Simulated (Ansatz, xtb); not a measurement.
**Ligand exchange: C2H6 + BH(SH)2 → CH4S + BH(CH3)(SH)**

Gas-phase species: C2H6 `CC`, singlet; BH(SH)2, singlet; CH4S (methanethiol) `CS`, singlet; BH(CH3)(SH), singlet. The partners trade CH3 for SH: C–CH3 and B–SH bonds give way to C–SH and B–CH3.

Shapes, held fixed at every level: PBE0-D4/def2-TZVP. Flexible molecules stand in one conformer, not always the lowest. Programs: Ansatz 0.2.0, xtb 6.7.1, xtb 6.7.1 later snapshot. The zero-point and thermal change to 298 K, harmonic and unscaled (PBE0-D4/def2-TZVP), is -4.4 kJ/mol.

| level | kind | ΔH(298 K) (kJ/mol) | less CCSD(T)/CBS estimate |
| --- | --- | --- | --- |
| GFN2-xTB | semi-empirical | +90.1 | +14.9 |
| HF/def2-SVP | Hartree–Fock | +82.1 | +6.9 |
| HF/def2-TZVPP | Hartree–Fock | +70.7 | -4.5 |
| r2SCAN-D4/def2-TZVPP | meta-GGA | +78.2 | +3.0 |
| BHLYP-D4/def2-TZVPP | global hybrid | +74.8 | -0.4 |
| wB97X-V/def2-TZVPP | range-separated hybrid | +73.3 | -1.9 |
| MP2/def2-TZVPP | perturbation theory | +80.0 | +4.8 |
| CCSD(T)/def2-SVP | coupled cluster or CI | +92.9 | +17.7 |
| CCSD(T)/CBS estimate | coupled cluster or CI | +75.2 | 0.0 |

The highest level, CCSD(T)/CBS estimate, gives ΔH(298 K) = +75.2 kJ/mol; the levels span +70.7 to +92.9. The column of differences is taken from that level and isn't an error. No measured value is set beside it here. The CBS estimate extrapolates MP2 from def2-TZVPP and def2-QZVPP and adds CCSD(T) − MP2 in the triple-zeta set, cores frozen.

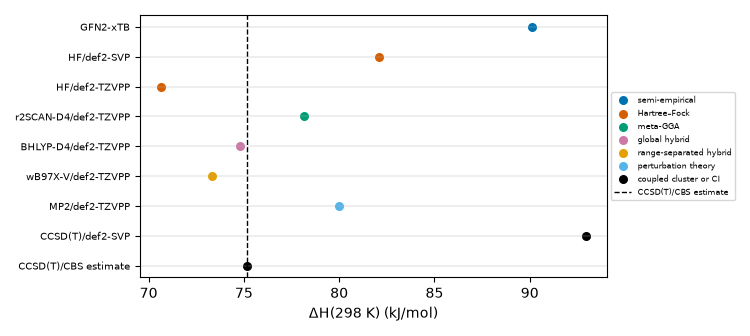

The values of the table, level by level.
